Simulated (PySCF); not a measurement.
# SiBr2ClF (dibromochlorofluorosilane): levels of theory compared

We compute a comparison of 5 runs (HF/3-21G, HF/def2-SVP, B3LYP/6-31G*, CCSD(T)/cc-pVDZ, CCSD(T)/6-31G*) of SiBr2ClF (dibromochlorofluorosilane). 

The results are computed with PySCF 2.14.0.

**1. The system as given**

SiBr2ClF: 5 atoms, total charge 0, spin state singlet. As SMILES, `F[Si](Cl)(Br)Br`. The shape is that of a PBE0-D4/def2-TZVP optimisation.

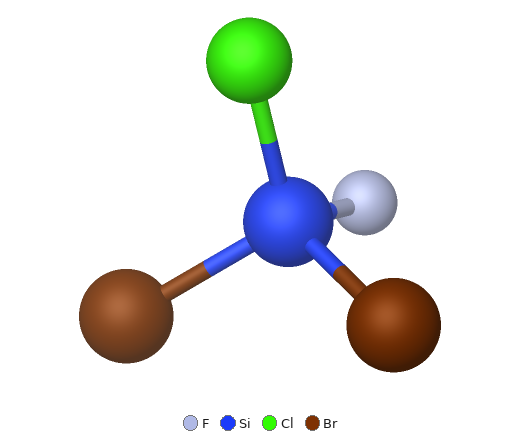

Viewed from a chosen angle; fluorine light blue, silicon blue, chlorine green, bromine brown.

**2. Energy and gradient at HF/3-21G (run 1)**

job.py

```python
import pyscf.grad
from pyscf import gto, scf

mol = gto.Mole()
mol.atom = '''
F    0.841900  -1.079600   0.955800
Si   0.034300  -0.063700   0.059200
Cl  -1.526500   0.619700   1.140500
Br  -0.667100  -1.125900  -1.712800
Br   1.367200   1.575900  -0.484000
'''
mol.spin = 0
mol.basis = '3-21g'
mol.max_memory = 1860
mol.verbose = 3
mol.build()

myscf = scf.RHF(mol)
myscf.conv_tol = 1e-10
myscf.kernel()
if not myscf.converged:
    myscf = myscf.newton().run(myscf.mo_coeff, myscf.mo_occ)

etot = myscf.e_tot
print('E = %.10f Eh' % etot)
grad = myscf.Gradients().kernel()
myscf.analyze()
```

Started as:

```
$ OMP_NUM_THREADS=1 python job.py
```

What it wrote:

```text
converged SCF energy = -5963.85016023288
[... 18 lines left out ...]
MO #9   energy= -58.0122218582026  occ= 2
[... 9 lines left out ...]
MO #19  energy= -8.00305703385424  occ= 2
[... 9 lines left out ...]
MO #29  energy= -4.40265119140638  occ= 2
[... 9 lines left out ...]
MO #39  energy= -3.11820482000162  occ= 2
[... 9 lines left out ...]
MO #49  energy= -0.558707424385467 occ= 2
[... 9 lines left out ...]
MO #59  energy= 0.178762433499573  occ= 0
[... 9 lines left out ...]
MO #69  energy= 0.869260638472017  occ= 0
[... 9 lines left out ...]
MO #79  energy= 3.77913448529537   occ= 0
[... 6 lines left out ...]
Dipole moment(X, Y, Z, Debye):  0.22211,  0.18562, -0.77484
```

It took 5.4 s on 1 thread of Intel Xeon at 2.70GHz, shared host; peak memory 0.16 GiB.

**3. Energy and gradient at HF/def2-SVP (run 2)**

job.py

```python
from pyscf import gto

mol = gto.M(
    atom='''
F        0.841900      -1.079600       0.955800
Si       0.034300      -0.063700       0.059200
Cl      -1.526500       0.619700       1.140500
Br      -0.667100      -1.125900      -1.712800
Br       1.367200       1.575900      -0.484000
''',
    verbose=4,
    spin=0,
    basis='def2-svp',
    max_memory=1860,
)

mf = mol.RHF()
mf.conv_tol = 1e-10
mf.kernel()
if not mf.converged:
    mf = mf.newton().run(mf.mo_coeff, mf.mo_occ)

e_final = mf.e_tot
print('Final energy', e_final)
grad = mf.nuc_grad_method().kernel()
mf.analyze()
```

Started as:

```
$ OMP_NUM_THREADS=1 python job.py
```

What it wrote:

```text
PySCF version 2.14.0

[... 60 lines left out ...]
Final energy -5991.964882088945
[... 28 lines left out ...]
MO #9   energy= -58.5406000279262  occ= 2
[... 14 lines left out ...]
MO #24  energy= -7.47047661308082  occ= 2
[... 14 lines left out ...]
MO #39  energy= -3.20923888977112  occ= 2
[... 14 lines left out ...]
MO #54  energy= -0.447429135496854 occ= 2
[... 14 lines left out ...]
MO #69  energy= 0.684115349730878  occ= 0
[... 14 lines left out ...]
MO #84  energy= 0.971559273511549  occ= 0
[... 14 lines left out ...]
MO #99  energy= 2.02568492621278   occ= 0
[... 14 lines left out ...]
MO #114 energy= 4.13263333477664   occ= 0
[... 122 lines left out ...]
Dipole moment(X, Y, Z, Debye): -0.27954,  0.43010, -0.48179
```

Wall time 20 s (1 thread of Intel Xeon at 2.70GHz, shared host); peak memory 0.28 GiB.

Runs 3 to 4 aren't shown in full; the table further down has their settings and results.

**4. The energy at CCSD(T)/6-31G(d) (spherical functions) (run 5)**

input.xyz

```xyz
5

F      0.841900    -1.079600     0.955800
Si     0.034300    -0.063700     0.059200
Cl    -1.526500     0.619700     1.140500
Br    -0.667100    -1.125900    -1.712800
Br     1.367200     1.575900    -0.484000
```

job.py

```python
from pyscf import gto, cc

mol = gto.M(
    atom='input.xyz',
    verbose=4,
    basis='6-31g*',
    max_memory=1860,
)

myscf = mol.RHF()
myscf.conv_tol = 1e-10
myscf.kernel()
if not myscf.converged:
    myscf = myscf.newton().run(myscf.mo_coeff, myscf.mo_occ)

mycc = cc.CCSD(myscf, frozen=29)
mycc.kernel()
e_t = mycc.ccsd_t()
etot = mycc.e_tot + e_t
print('E = %.10f Eh' % etot)
myscf.analyze()
```

Started as:

```
$ OMP_NUM_THREADS=1 python job.py
```

What it wrote:

```text
PySCF version 2.14.0

[... 85 lines left out ...]
CCSD converged
[... 20 lines left out ...]
MO #9   energy= -58.5820617088124  occ= 2
[... 14 lines left out ...]
MO #24  energy= -7.48921538889538  occ= 2
[... 14 lines left out ...]
MO #39  energy= -3.20575522774894  occ= 2
[... 14 lines left out ...]
MO #54  energy= -0.450286354215047 occ= 2
[... 14 lines left out ...]
MO #69  energy= 0.52041645433716   occ= 0
[... 14 lines left out ...]
MO #84  energy= 0.883108717643069  occ= 0
[... 14 lines left out ...]
MO #99  energy= 2.09908124862106   occ= 0
[... 14 lines left out ...]
MO #114 energy= 5.49009333073572   occ= 0
[... 122 lines left out ...]
Dipole moment(X, Y, Z, Debye): -0.09729,  0.27632, -0.44540
```

Wall time 1.9 min (1 thread of Intel Xeon at 2.70GHz, shared host); peak memory 0.81 GiB.

**5. Overview of the runs**

```tsv
run	level	Cartesian functions	integration grid	energy (Eh)	dipole moment (D) of the reference	HOMO energy (eV)	LUMO energy (eV)	wall time
1	HF/3-21G	no	–	-5963.850160	0.83	-12.14	2.10	5.4 s
2	HF/def2-SVP	no	–	-5991.964882	0.70	-11.88	3.25	20 s
3	B3LYP/6-31G* (Cartesian functions)	yes	5	-5997.496850	0.49	-8.64	-1.34	84 s
4	CCSD(T)/cc-pVDZ	no	–	-5993.558585	0.75	-11.89	2.97	63 s
5	CCSD(T)/6-31G* (spherical functions)	no	–	-5993.160741	0.53	-11.98	2.65	1.9 min
```

**6. Outcome**

| quantity | value |
| --- | --- |
| run 5: total energy | -5993.16074 Eh |
| run 5: dipole moment (Hartree–Fock density) | 0.53 D |
| run 5: HOMO energy (Hartree–Fock orbitals) | -11.98 eV |
| run 5: LUMO energy (Hartree–Fock orbitals) | 2.65 eV |
| run 5: HOMO–LUMO gap (Hartree–Fock orbitals) | 14.63 eV |
| run 5: correlation energy (29 core orbitals frozen) | -909.9 mEh |
| run 5: (T) correction | -17.92 mEh |
| run 5: T1 diagnostic | 0.008 |

In words: Over runs 1, 2, 3 the dipole moment (its size) runs from 0.49 D (B3LYP/6-31G*) to 0.83 D (HF/3-21G). The two ends differ in method and basis. Over runs 1, 2, 3 the HOMO–LUMO gap runs from 7.30 eV (B3LYP/6-31G*) to 15.13 eV (HF/def2-SVP). All runs together took 4.8 min, the longest 1.9 min.
